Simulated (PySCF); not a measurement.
## Run report: GaH (charge +1), single-point calculation

System: GaH, charge +1, multiplicity 2.
Method: UHF/crenbl (PySCF 2.14.0).

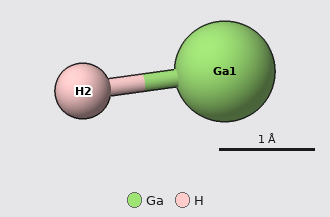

**Figure 1.** The structure as given in the input (ball-and-stick view, seen at a tilt; atoms are numbered from 1 in the order of the input). Sticks mark near contacts. Bond lengths as drawn: Ga–H 1.54 Å.

Results in brief

| quantity | value |
| --- | --- |
| outcome | converged |
| SCF energy | −77.819940 hartree |
| ⟨S²⟩ | 0.780 |
| hardware | 1 CPU thread, shared host |
| wall time | 0.56 s |

Input
```python
from pyscf import gto, scf

mol = gto.M(
    atom='Ga 0 0 0; H 0 0 1.544',
    basis='crenbl',
    ecp={'Ga': 'crenbl'},
    charge=1,
    spin=1,
    verbose=4,
)
mf = scf.UHF(mol)
mf.kernel()
mf.mulliken_pop()
mf.dip_moment()
print('orbital energies (hartree):', [e[max(0, n-3):n+3].round(4) for e, n in zip(mf.mo_energy, mol.nelec)])
```

Launch command:
```bash
OMP_NUM_THREADS=1 python input.py
```

Output
```
PySCF version 2.14.0

[INPUT] verbose = 4
[INPUT] num. atoms = 2
[INPUT] num. electrons = 13
[INPUT] charge = 1
[INPUT] spin (= nelec alpha-beta = 2S) = 1
[INPUT] symmetry False subgroup None
[INPUT] Mole.unit = angstrom
[INPUT] Symbol           X                Y                Z      unit          X                Y                Z       unit  Magmom
[INPUT]  1 Ga     0.000000000000   0.000000000000   0.000000000000 AA    0.000000000000   0.000000000000   0.000000000000 Bohr   0.0
[INPUT]  2 H      0.000000000000   0.000000000000   1.544000000000 AA    0.000000000000   0.000000000000   2.917737136328 Bohr   0.0

nuclear repulsion = 4.45550760489637
number of shells = 14
number of NR pGTOs = 36
number of NR cGTOs = 36
basis = crenbl
ecp = {'Ga': 'crenbl'}

******** <class 'pyscf.scf.uhf.UHF'> ********
method = UHF
initial guess = minao
damping factor = 0
level_shift factor = 0
DIIS = <class 'pyscf.scf.diis.CDIIS'>
diis_start_cycle = 1
diis_space = 8
diis_damp = 0
SCF conv_tol = 1e-09
SCF conv_tol_grad = None
SCF max_cycles = 50
direct_scf = True
direct_scf_tol = 1e-13
number electrons alpha = 7  beta = 6
Set gradient conv threshold to 3.16228e-05
init E= -75.6867949630792
  alpha nocc = 7  HOMO = -0.19290492790321  LUMO = -0.0190217028524937
  beta  nocc = 6  HOMO = -0.564224202160609  LUMO = -0.19290492790321

WARN: HOMO -0.19290492790321 >= LUMO -0.19290492790321

cycle= 1 E= -77.789901511903  delta_E= -2.1  |g|= 0.184  |ddm|= 1.33
  alpha nocc = 7  HOMO = -0.630035497437991  LUMO = -0.202317133818688
  beta  nocc = 6  HOMO = -0.780013053396574  LUMO = -0.290727048599017
  HOMO = -0.630035497438  LUMO = -0.290727048599  gap/eV = 9.23305
cycle= 2 E= -77.8159264432128  delta_E= -0.026  |g|= 0.0559  |ddm|= 0.415
  alpha nocc = 7  HOMO = -0.629194264364203  LUMO = -0.185277877620029
  beta  nocc = 6  HOMO = -0.762607252548324  LUMO = -0.258565800323565
  HOMO = -0.629194264364  LUMO = -0.258565800324  gap/eV = 10.08531
cycle= 3 E= -77.8191920720361  delta_E= -0.00327  |g|= 0.0301  |ddm|= 0.125
  alpha nocc = 7  HOMO = -0.632022737311382  LUMO = -0.182080746276391
  beta  nocc = 6  HOMO = -0.75970289750591  LUMO = -0.249715184700641
  HOMO = -0.632022737311  LUMO = -0.249715184701  gap/eV = 10.40312
cycle= 4 E= -77.8198012421976  delta_E= -0.000609  |g|= 0.00925  |ddm|= 0.05
  alpha nocc = 7  HOMO = -0.634761764351365  LUMO = -0.181519117210873
  beta  nocc = 6  HOMO = -0.759031843990439  LUMO = -0.245401703253777
  HOMO = -0.634761764351  LUMO = -0.245401703254  gap/eV = 10.59503
cycle= 5 E= -77.8199370839334  delta_E= -0.000136  |g|= 0.00144  |ddm|= 0.0315
  alpha nocc = 7  HOMO = -0.635499796653629  LUMO = -0.181913443207483
  beta  nocc = 6  HOMO = -0.759460670944002  LUMO = -0.24544220827858
  HOMO = -0.635499796654  LUMO = -0.245442208279  gap/eV = 10.61401
cycle= 6 E= -77.819940131861  delta_E= -3.05e-06  |g|= 0.000236  |ddm|= 0.0041
  alpha nocc = 7  HOMO = -0.63556940816528  LUMO = -0.181941082547116
  beta  nocc = 6  HOMO = -0.759568484772447  LUMO = -0.245430852597854
  HOMO = -0.635569408165  LUMO = -0.245430852598  gap/eV = 10.61621
cycle= 7 E= -77.8199402180229  delta_E= -8.62e-08  |g|= 6.6e-05  |ddm|= 0.000664
  alpha nocc = 7  HOMO = -0.635556804307541  LUMO = -0.181938035532753
  beta  nocc = 6  HOMO = -0.759565542468872  LUMO = -0.245423036488859
  HOMO = -0.635556804308  LUMO = -0.245423036489  gap/eV = 10.61608
cycle= 8 E= -77.8199402289867  delta_E= -1.1e-08  |g|= 3.11e-05  |ddm|= 0.000255
  alpha nocc = 7  HOMO = -0.635557724313369  LUMO = -0.18194043953994
  beta  nocc = 6  HOMO = -0.759561115351213  LUMO = -0.245420163255362
  HOMO = -0.635557724313  LUMO = -0.245420163255  gap/eV = 10.61618
cycle= 9 E= -77.8199402328223  delta_E= -3.84e-09  |g|= 1.5e-05  |ddm|= 0.000142
  alpha nocc = 7  HOMO = -0.635560206572005  LUMO = -0.181942888799791
  beta  nocc = 6  HOMO = -0.759555389225537  LUMO = -0.245418705376265
  HOMO = -0.635560206572  LUMO = -0.245418705376  gap/eV = 10.61629
cycle= 10 E= -77.8199402339154  delta_E= -1.09e-09  |g|= 2.72e-06  |ddm|= 9.81e-05
  alpha nocc = 7  HOMO = -0.63555978477439  LUMO = -0.181943181295231
  beta  nocc = 6  HOMO = -0.759553741993762  LUMO = -0.245418464608661
  HOMO = -0.635559784774  LUMO = -0.245418464609  gap/eV = 10.61629
cycle= 11 E= -77.8199402339394  delta_E= -2.4e-11  |g|= 4.17e-07  |ddm|= 1.4e-05
  alpha nocc = 7  HOMO = -0.63555974974998  LUMO = -0.181943182599338
  beta  nocc = 6  HOMO = -0.759553670247224  LUMO = -0.245418460423016
  HOMO = -0.63555974975  LUMO = -0.245418460423  gap/eV = 10.61629
```

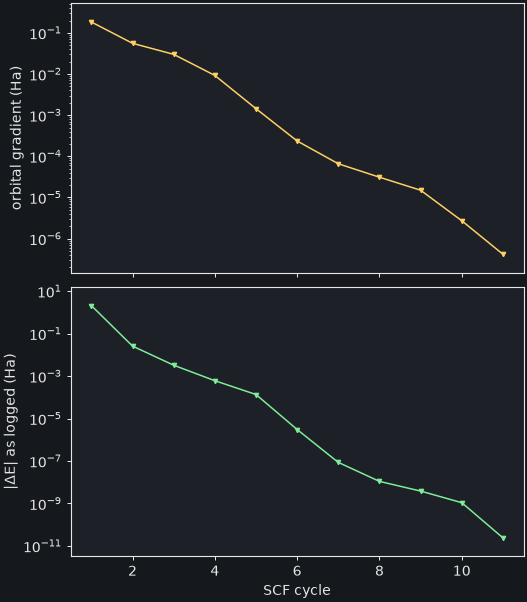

**Figure 2.** Convergence of the self-consistent field: orbital gradient and size of the energy change against the SCF cycle. The residual falls at every step.

```
Extra cycle  E= -77.8199402339397  delta_E= -2.27e-13  |g|= 1.65e-07  |ddm|= 6.49e-07
converged SCF energy = -77.8199402339397  <S^2> = 0.78016635  2S+1 = 2.0299422
 ** Mulliken pop       alpha | beta **
pop of  0 Ga 4s       -0.10913 | -0.07648
pop of  0 Ga 5s        0.64751 | 0.46552
pop of  0 Ga 6s        0.34218 | 0.22875
pop of  0 Ga 4px      -0.00000 | -0.00000
pop of  0 Ga 4py      -0.00000 | -0.00000
pop of  0 Ga 4pz      -0.00444 | -0.00123
pop of  0 Ga 5px       0.00009 | 0.00012
pop of  0 Ga 5py       0.00009 | 0.00012
pop of  0 Ga 5pz       0.35511 | 0.10297
pop of  0 Ga 6px      -0.00001 | -0.00001
pop of  0 Ga 6py      -0.00001 | -0.00001
pop of  0 Ga 6pz       0.05117 | 0.00481
pop of  0 Ga 3dxy      0.01760 | 0.01766
pop of  0 Ga 3dyz      0.01758 | 0.01770
pop of  0 Ga 3dz^2     0.01745 | 0.01750
pop of  0 Ga 3dxz      0.01758 | 0.01770
pop of  0 Ga 3dx2-y2    0.01760 | 0.01766
pop of  0 Ga 4dxy      0.19303 | 0.19361
pop of  0 Ga 4dyz      0.19296 | 0.19404
pop of  0 Ga 4dz^2     0.19144 | 0.19185
pop of  0 Ga 4dxz      0.19296 | 0.19404
pop of  0 Ga 4dx2-y2    0.19303 | 0.19361
pop of  0 Ga 5dxy      0.47452 | 0.47582
pop of  0 Ga 5dyz      0.47401 | 0.47642
pop of  0 Ga 5dz^2     0.47074 | 0.47186
pop of  0 Ga 5dxz      0.47401 | 0.47642
pop of  0 Ga 5dx2-y2    0.47452 | 0.47582
pop of  0 Ga 6dxy      0.31485 | 0.31291
pop of  0 Ga 6dyz      0.31537 | 0.31172
pop of  0 Ga 6dz^2     0.31553 | 0.31223
pop of  0 Ga 6dxz      0.31537 | 0.31172
pop of  0 Ga 6dx2-y2    0.31485 | 0.31291
pop of  1 H 1s        0.00397 | 0.00153
pop of  1 H 2s        0.07006 | 0.02657
pop of  1 H 3s        0.40531 | 0.15463
pop of  1 H 4s        0.24308 | 0.09948
In total             7.00000 | 6.00000
 ** Mulliken atomic charges   ( Nelec_alpha | Nelec_beta ) **
charge of  0Ga =      1.00464  (     6.27758      5.71779 )
charge of  1H =     -0.00464  (     0.72242      0.28221 )

WARN: System has nonzero charge 1; the dipole moment is origin-dependent.
Location of origin: [0. 0. 0.]

Dipole moment(X, Y, Z, Debye):  0.00000,  0.00000,  0.05881
orbital energies (hartree): [array([-1.4354, -0.8511, -0.6356, -0.2047, -0.2047, -0.0564]), array([-1.4312, -1.4291, -0.7596, -0.2454, -0.1819, -0.1819])]
```
